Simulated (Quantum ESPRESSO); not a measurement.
**How far to go with shifted k-point meshes: SnO₂ (P2, 6 atoms in the cell)**

```
SnO2
1.0
    4.80236     0.00000     0.00000
    0.00000     4.88118     0.00000
    0.00000     0.00000     3.25062
Sn O
2 4
Direct
  0.50000   0.50000   0.51538
  0.00000   0.00000   0.00000
  0.29185   0.32104   0.00000
  0.70815   0.67896   0.00000
  0.79185   0.17896   0.50000
  0.20815   0.82104   0.50000
```

Computed with LDA (PZ), GBRV 1.5 ultrasoft (LDA) pseudopotentials (plane waves; Quantum ESPRESSO).

Base settings: ecutwfc = 40 Ry; ecutrho = 200 Ry; occupations = fixed; potentials = {Sn: sn_lda_v1.4.uspp.F.UPF, O: o_lda_v1.2.uspp.F.UPF}; K_POINTS = automatic 3 2 3 0 0 0; nbnd = 30; conv_thr = 1e-11 Ry; mixing_beta = 0.7.

Shifted meshes do not hold Γ, so a gap read on them misses any band edge there.

Only quantities that move along the ladder and can be compared are tabulated.

The count of work is k-points × plane waves × bands × iterations; it is no time. Core times come from one kind of shared machine, to one figure; runs under 30 s give none.

The starting cell comes from a database of computed structures (which also holds hypothetical and non-ambient phases and stackings), without a prior relaxation at this level. Its lattice was rescaled by up to half a per cent. One atom was moved a little off its site on purpose. In the base run, with a pressure of about -12 GPa the cell is away from its equilibrium volume at this level.

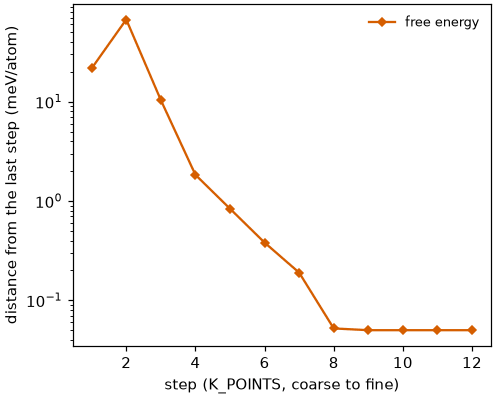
*Distance from the last step along the ladder; very small values are drawn at a floor.*

| K_POINTS | free energy less the last step's (meV/atom) | pressure (GPa) | largest difference of a force vector from the last step's (eV/Å) | gap on the mesh (eV) | count of work / last | core time / last (rough) |
|---|---|---|---|---|---|---|
| automatic 1 1 2 1 1 1 | -21.66 | -10.55 | 0.404 | 5.040 | 0.0020 | – |
| automatic 2 2 2 1 1 1 | -67.20 | -12.62 | 0.202 | 4.232 | 0.0044 | – |
| automatic 2 2 3 1 1 1 | -10.37 | -11.93 | 0.004 | 3.590 | 0.0088 | – |
| automatic 3 3 4 1 1 1 | -1.84 | -11.84 | 0.004 | 2.541 | 0.020 | – |
| automatic 3 3 5 1 1 1 | -0.84 | -11.82 | 0.001 | 2.350 | 0.031 | – |
| automatic 4 4 5 1 1 1 | -0.38 | -11.83 | 0.001 | 1.951 | 0.049 | 0.06 |
| automatic 4 4 6 1 1 1 | -0.19 | -11.83 | 0.000 | 1.817 | 0.053 | 0.06 |
| automatic 5 5 7 1 1 1 | -0.05 | -11.83 | 0.000 | 1.496 | 0.11 | 0.1 |
| automatic 6 5 8 1 1 1 | -0.03 | -11.83 | 0.000 | 1.370 | 0.13 | 0.1 |
| automatic 7 7 10 1 1 1 | 0.00 | -11.83 | 0.000 | 1.106 | 0.26 | 0.3 |
| automatic 8 8 12 1 1 1 | 0.00 | -11.83 | 0.000 | 0.989 | 0.43 | 0.5 |
| automatic 10 10 15 1 1 1 | 0.00 | -11.83 | 0.000 | 0.862 | 0.89 | 0.9 |
| automatic 11 11 16 1 1 1 | 0.00 | -11.83 | 0.000 | 0.825 | 1.0 | 1 |

Coarsest K_POINTS that holds the forces within 0.005 eV/Å of the last step, with all finer ones: automatic 2 2 3 1 1 1, at 0.0088 of the last step's count of work; the step before is off by 0.20 eV/Å.

Coarsest K_POINTS that holds the pressure within 0.5 GPa of the last step, with all finer ones: automatic 2 2 3 1 1 1, at 0.0088 of the last step's count of work; the step before is off by 0.79 GPa.
